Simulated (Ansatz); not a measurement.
System: ClH3Sn···H2O.

```csv
atom,x (Å),y (Å),z (Å)
Sn,-0.2063,-0.1888,-0.1076
H,-0.0811,-0.1320,1.6154
Cl,2.0362,-0.3227,-0.8722
H,-0.9102,1.1884,-0.7942
H,-0.9438,-1.6363,-0.6206
O,1.2825,2.0651,1.5347
H,2.1576,1.8731,1.2269
H,1.0342,1.3010,2.0757
```

Core potentials replace the inner electrons of Sn; not at a stationary point (largest force 1.5 eV/Å).

Theory: Ansatz, RHF/def2-SVP.

**Predict the electron density and electron localisation function between the atoms.**

Sn–Cl (2.37 Å): ρ is about 0.51 e/Å³ halfway; the ELF peaks at about 0.85 in the valence shell of Cl, 0.9 Å from its nucleus, and drops to about 0.10 between the two atoms.

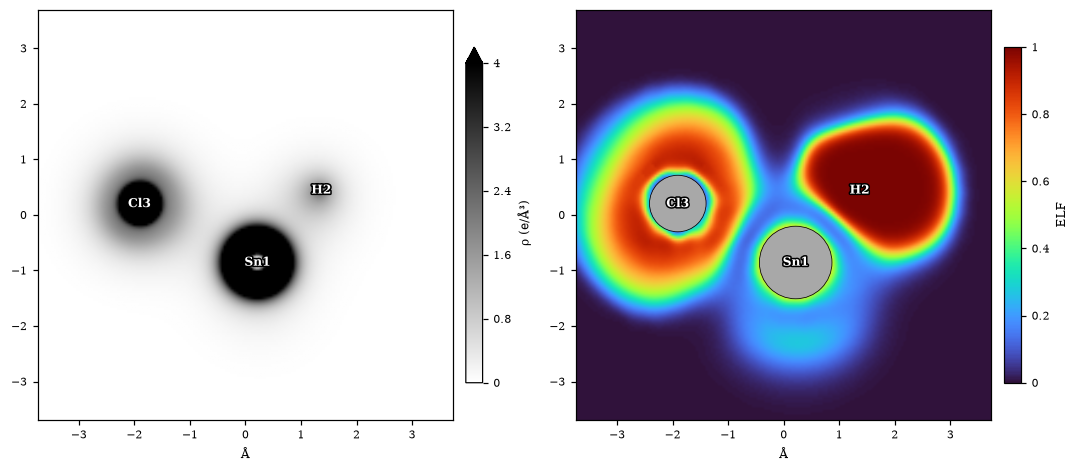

Computed electron density and electron localisation function on the plane of atoms H2, Sn1 and Cl3, in this order. Grey discs cover the atomic cores in the ELF map. 
